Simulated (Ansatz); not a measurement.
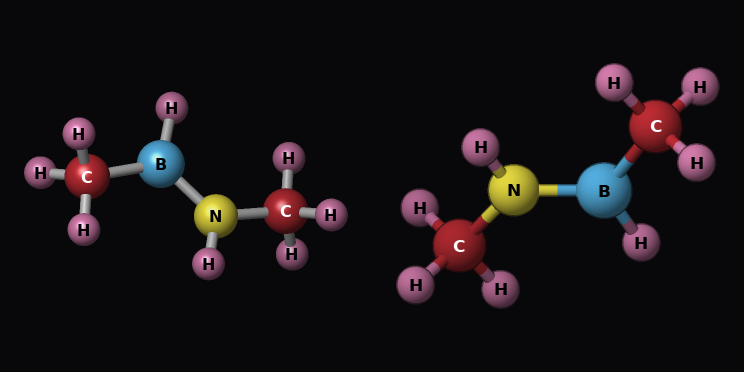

Both panels show the same species.

Description:

The molecule is C₂H₈BN. SMILES: `CBNC`. It has no ring. Among its groups: B–H bond. This geometry has Cs symmetry. Coordination: 2 C tetrahedral; 1 B trigonal planar; 1 N trigonal planar.

More results for the same structure follow; atom numbers are the same in all pictures, views and colours differ. The geometry was computed by an optimisation with PBE0-D4/def2-TZVP.

### Geometry

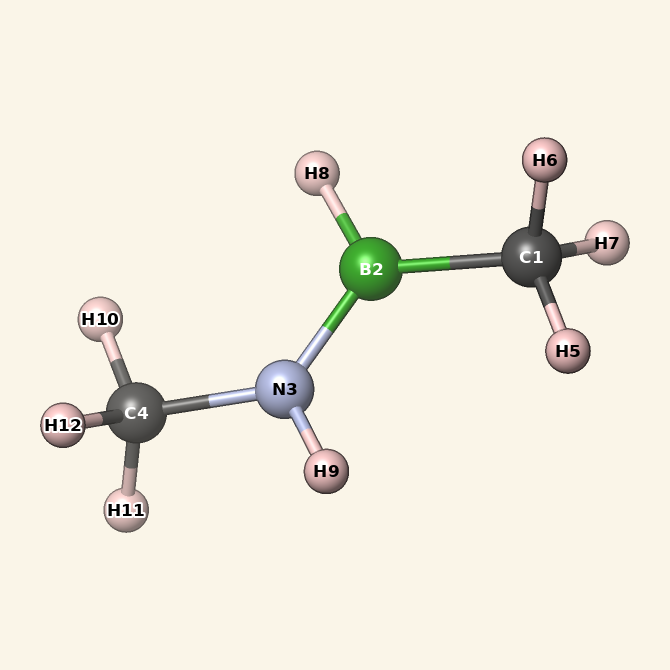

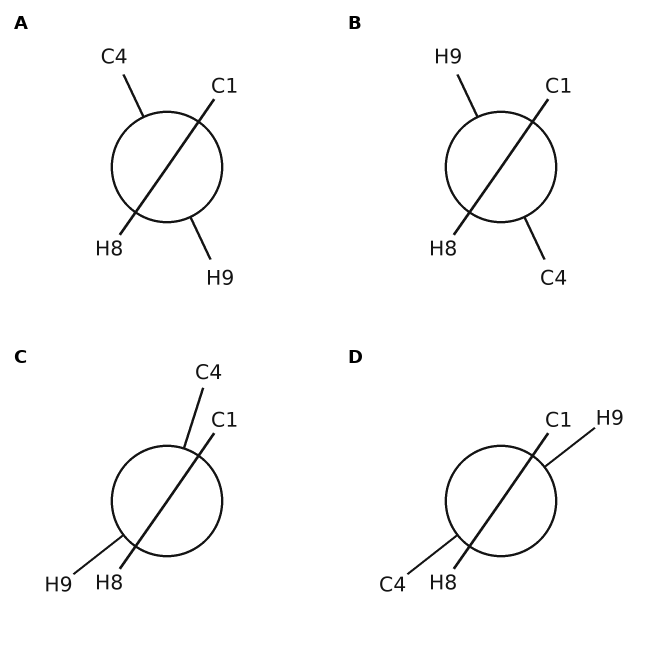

Distant atoms are faded towards the background colour. Bonds that would overlap in a projection are set slightly apart.

Which Newman projection shows the view along B2–N3, with B2 in front?

D. The torsion angle C1–B2–N3–C4 is 180°, antiperiplanar (anti).

### Charges

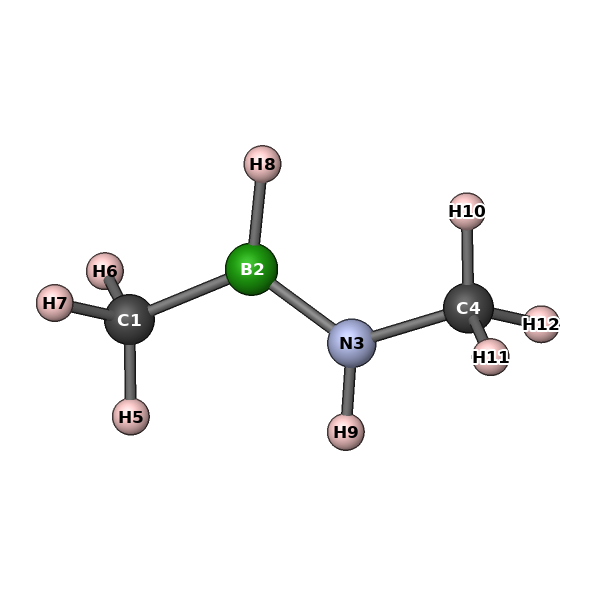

The questions are on Mulliken charges. Method: RKS PBE0-D4/def2-TZVP (Ansatz 0.2.0).

Which atom carries the highest charge (most positive or least negative)?

H9 (0.21 e).

And the lowest?

C1 (−0.46 e).

List the Mulliken charges.

| atom | value (e) |
| --- | --- |
| C1 | −0.46 |
| B2 | 0.04 |
| N3 | −0.27 |
| C4 | −0.26 |
| H5 | 0.10 |
| H6 | 0.13 |
| H7 | 0.13 |
| H8 | −0.02 |
| H9 | 0.21 |
| H10 | 0.14 |
| H11 | 0.13 |
| H12 | 0.13 |

### Electronic properties

Method: RKS PBE0-D4/def2-TZVPP (Ansatz 0.2.0).

Predict the main results.

- HOMO energy (Kohn–Sham orbital): −7.57 eV
- LUMO energy (Kohn–Sham orbital): 0.79 eV
- HOMO–LUMO gap: 8.37 eV
- dispersion correction: −13.7 kJ/mol

### Dipole moment

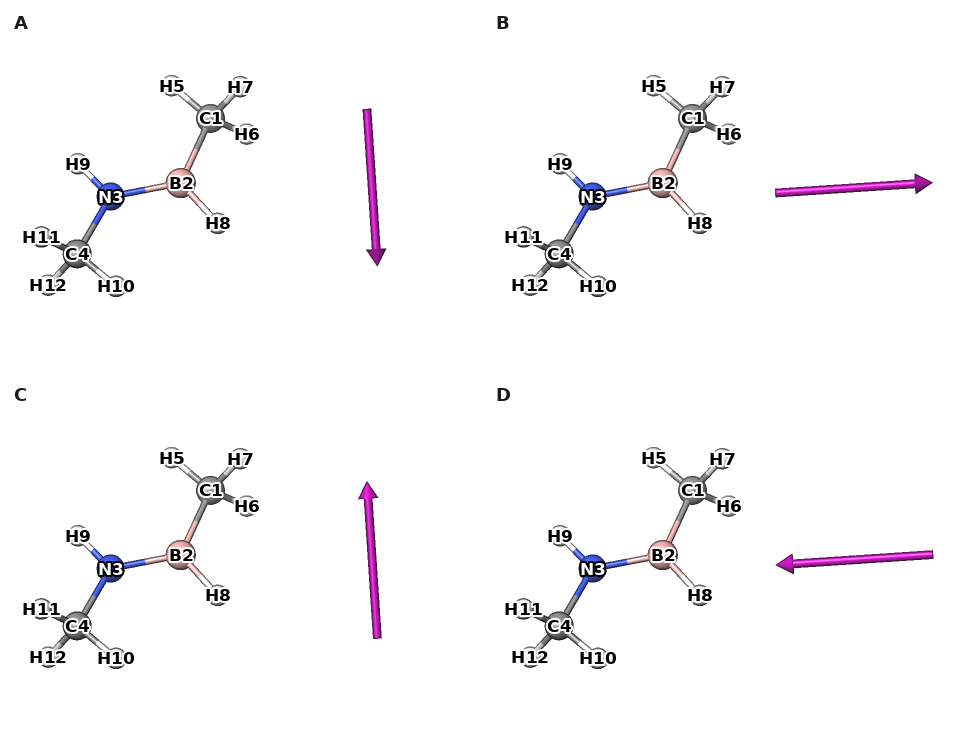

The same molecule four times, each with an arrow. Method: RKS B3LYP-D4/def2-TZVPP (Ansatz 0.2.0).

Which arrow points along the dipole moment, from the negative to the positive end?

D. The dipole moment is 1.61 D; it points from the side of H6, H7 to the side of H11, H12 (the outermost atoms at the two ends).

Mulliken values depend strongly on the basis set and can even reverse the polarity of a bond.
